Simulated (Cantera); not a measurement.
A closed system holds: 1 mol Pb, 0.016 mol O2, 0.14 mol N2, held at 1.20 Torr.

These are equilibrium values from Cantera (NASA tables, ideal gas, pure condensed phases), not measurements of a reactor. Candidate condensed phases: Pb, PbO, PbO2, Pb3O4; 12 gas species. Each liquid is taken as pure. Mutual solubility and eutectic melting of coexisting phases are not modelled. Gases not in the tables: (PbO)n polymers. Kinetics and transport are ignored.

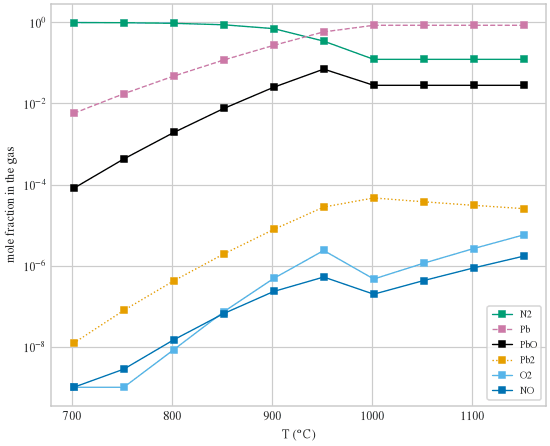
Fig. 1. Equilibrium gas composition (values under 1e-9 drawn at 1e-9)

Question: Read off the mole fractions at 802 °C.

Answer: N2 about 0.95, Pb about 0.047, PbO about 0.0019, Pb2 about 4.2e-7, NO about 1.5e-8.
